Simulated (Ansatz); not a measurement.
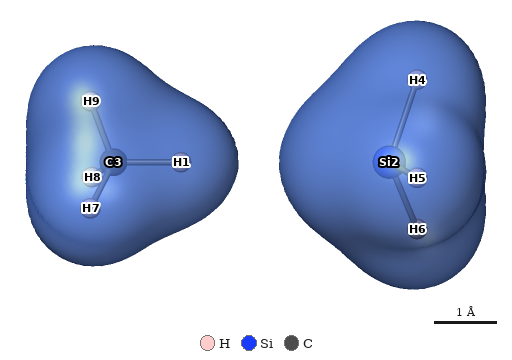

*CH$_{4}$···H$_{3}$Si (doublet). Isosurface of the electron density at 0.05 e/Å³ (blue), seen across its widest extent.*

The product side of a reaction path; geometry: PBE0-D4/def2-TZVP.

These are results of Ansatz, UKS PBE0-D4/def2-TZVPP, not measurements.

The calculation's input:

```
crystal:
  periodic: [false, false, false]
  atoms:
    - {symbol: H, position_ang: [-0.915510, -0.154426, -0.469990]}
    - {symbol: Si, position_ang: [2.044261, 0.336014, 1.059238]}
    - {symbol: C, position_ang: [-1.873170, -0.310780, -0.967457]}
    - {symbol: H, position_ang: [1.970519, 1.646633, 1.755358]}
    - {symbol: H, position_ang: [2.263527, -0.774458, 2.021797]}
    - {symbol: H, position_ang: [3.086435, 0.345597, 0.000219]}
    - {symbol: H, position_ang: [-2.030003, -1.377457, -1.126055]}
    - {symbol: H, position_ang: [-1.871381, 0.203110, -1.928430]}
    - {symbol: H, position_ang: [-2.674777, 0.085767, -0.344778]}
basis:
  gaussian: {orbitals: def2-TZVPP}
magnetization: {spin_polarized: true, initial_magnetization: 1}
hamiltonian: {xc: pbe0, dispersion: d4}
output: {orbitals: {seedname: orbitals}}
```

Command:

```sh
ansatz run in.yaml --threads 2 --pin off --events-out ev --progress --plain --max-ram 4352MiB
```

Q: What does this surface tell about the bonding?

A: At this value the surface falls into two separate pieces. It bridges the sampled C–H (1.09 Å) and Si–H (1.49 Å) contacts, where the density stays above the isovalue. It is pinched off along the sampled Si···H (3.37 Å) contacts. On the grid the lowest density along these lines, outside the cores, is 0.03 e/Å³ (Si···H, 3.37 Å), 1.9 e/Å³ (C–H, 1.09 Å) and 0.8 e/Å³ (Si–H, 1.49 Å).
